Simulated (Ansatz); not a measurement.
# Ce (Ce, fcc): the cost of one run

Method: DFT, PBE, plane waves (420 eV) with PAW, scalar-relativistic, in Ansatz 0.2.0.

**1. The system as given**

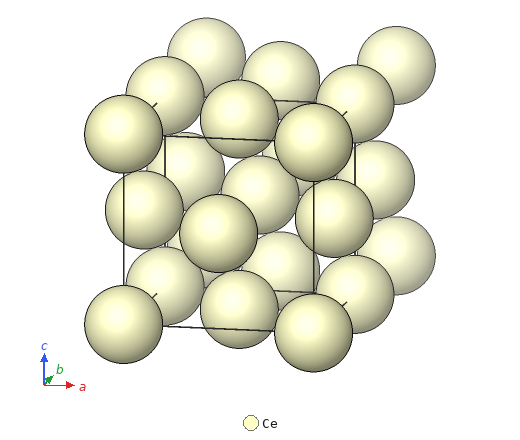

The starting structure, seen slightly off an axis (cerium light yellow). 1×2×1 cells are drawn. Atoms on the faces are drawn again on the opposite ones. The cell drawn here is the conventional one.

Coordinates:

```
Ce
1.0
     0.00000    2.36806    2.36806
     2.36806    0.00000    2.36806
     2.36806    2.36806    0.00000
Ce
1
Direct
  0.00000 0.00000 0.00000
```

**2. Smearing_fermi_dirac**

The input, input.yaml:

```yaml
crystal:
  lattice:
    - [0.0, 2.3680617045, 2.3680617045]
    - [2.3680617045, 0.0, 2.3680617045]
    - [2.3680617045, 2.3680617045, 0.0]
  atoms:
    - { symbol: Ce, position: [0.0, 0.0, 0.0], spin: 1.0 }
hamiltonian:
  xc: pbe
  pseudopotentials:
    kind: paw
    azcp:
      Ce: "pseudopotentials/Ce.paw.azcp"
basis:
  ecutwfc: 420
  fft_grid_basis: typed
kpoints:
  mp_grid: { grid: [11, 11, 11], shift: [0, 0, 0] }
magnetization:
  spin_polarized: true
scf:
  occupations: { method: fermi_dirac, width: 0.6 }
  lower_state_search: "off"
output:
  stress: true
```

On the command line:

```sh
ansatz run input.yaml --threads 1 --pin off --max-ram 3584MiB --backend cpu --events-out ev --progress --plain --runs-dir out
```

What time and memory should one allow on 1 thread of Intel Xeon Platinum 8259CL at 2.50GHz (Skylake/Cascade Lake), shared host?

About 12 s, with a peak of 0.45 GiB.
